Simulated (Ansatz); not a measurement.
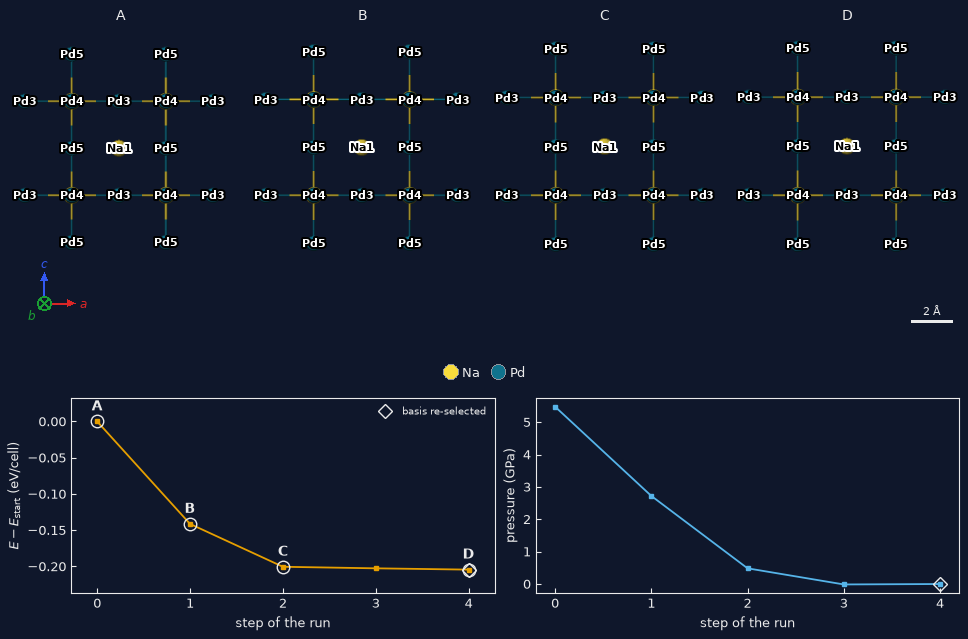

Frames of a relaxation of solid Na2Pd3 (a generated structure, set up in Pm-3m) (coarse preliminary run), marked on the history of the run. Style: ball-and-stick. Shown: the cell of the calculation, along the b axis.

Level of theory: DFT PBE, scalar-relativistic, plane waves, PAW (Ansatz 0.2.0). Set-up: plane-wave cutoff 420 eV; k-point mesh 4 × 4 × 4; occupations gaussian; smearing width 0.1 eV; no spin polarisation; cell and atoms relaxed; force threshold 0.04 eV/Å; at most 70 steps.

Describe the path.

Over 3 accepted moves (4 points after the start) the energy falls by 0.204 eV per cell of the calculation. All forces vanish by symmetry, so only the cell relaxes. The pressure goes from 5.48 to 0.00 GPa. The SCF was repeated once at an unchanged geometry on a basis and grid sized afresh for the cell, which shifted the energy by 1.8 meV per cell of the calculation at most. The atoms keep their places relative to the cell (all moves are under 0.005 Å). Cell: a = b = c 4.642 → 4.843 Å (+4.3 %). Volume +13.6 %. Among the contacts that change: Na–Pd 2.321 → 2.422 Å. The space group stays Pm-3m (No. 221). From step 0 to 1: volume +5.7 %, energy −0.141 eV per cell of the calculation. From step 1 to 2: volume +5.9 %, energy −59.1 meV per cell of the calculation. From step 2 to 4: volume +1.5 %, energy −3.9 meV per cell of the calculation.
